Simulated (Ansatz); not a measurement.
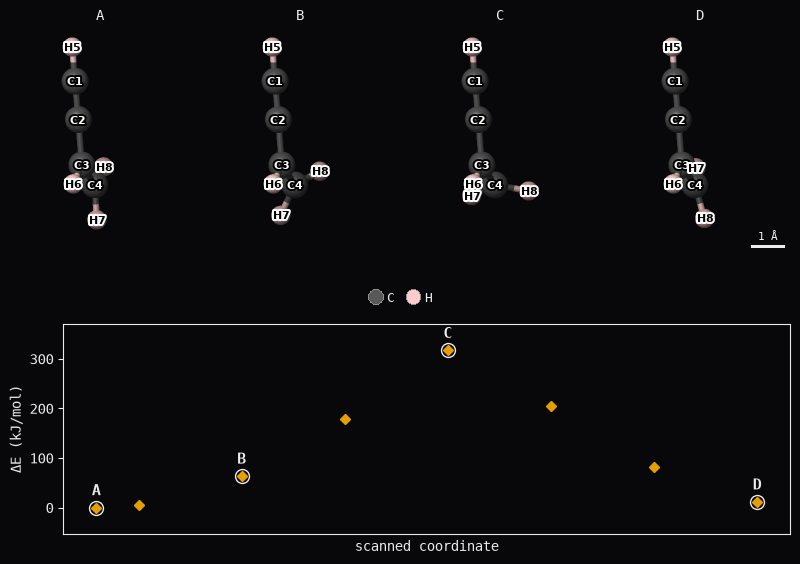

Frames of a one-coordinate scan of C$_{4}$H$_{4}$. The picture is a ball-and-stick view, seen almost along the central bond, with a slight tilt.

Computed with Ansatz: CCSD(T), basis def2-TZVPP, on geometries moved rigidly from the minimum at PBE0-D4/def2-TZVP. Coupled cluster with a frozen core. Energies are counted from the PBE0-D4/def2-TZVP minimum geometry at the same level.

What is being scanned?

The C2–C3–C4–H7 dihedral angle is varied, with the rest of the molecule carried along rigidly. In the frames the dihedral is −180.0° (A), −143.8° (B), −92.4° (C), −15.3° (D). Of the computed points the lowest is at the dihedral −180.0°, 0 kJ/mol. A local maximum lies at −92.4° (317 kJ/mol). The highest point, at −92.4°, lies 317 kJ/mol above the lowest and gives an upper estimate of the barrier to rotation, since the rotor is rigid. At −180.0° to −15.3° the mean-field solution behind CCSD(T) isn't stable (a lower one of broken symmetry exists), so those energies are less reliable.
